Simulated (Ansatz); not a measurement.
The compound is Si3Ge (space group P-6m2, No. 187), taken as the input geometry of an electronic-structure calculation (not necessarily at equilibrium); the starting structure was generated, so it need not be a known form of this composition.

```yaml
crystal:
  lattice:
    - [3.64117, 0.00000, 0.00000]
    - [-1.82058, 3.15334, 0.00000]
    - [0.00000, 0.00000, 6.02606]
  atoms:
    - { symbol: Si, position: [0.00000, 0.00000, 0.76818] }
    - { symbol: Si, position: [0.33333, 0.66667, 0.00000] }
    - { symbol: Si, position: [0.00000, 0.00000, 0.23182] }
    - { symbol: Ge, position: [0.66667, 0.33333, 0.50000] }
```

Describe the stacking along c, naming the columns A, B, C as they first turn up.

Si(A) – Si(B) – Ge(C) – Si(B) (four layers in 6.03 Å).

Ge and Si layers alone: ABCB, a mixed type, (ch) in Jagodzinski's notation.

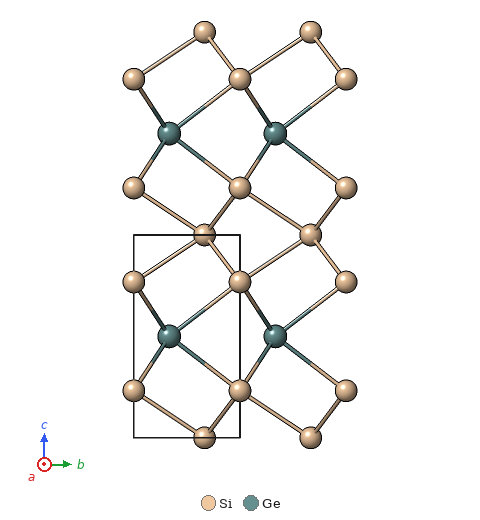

Projection along an edge of the hexagonal mesh, stacking direction c upwards. Every atom sits on one of the three columns of the mesh; call them A, B, C in the order in which they first turn up. The sequence starts with the first layer at or above the cell's origin.
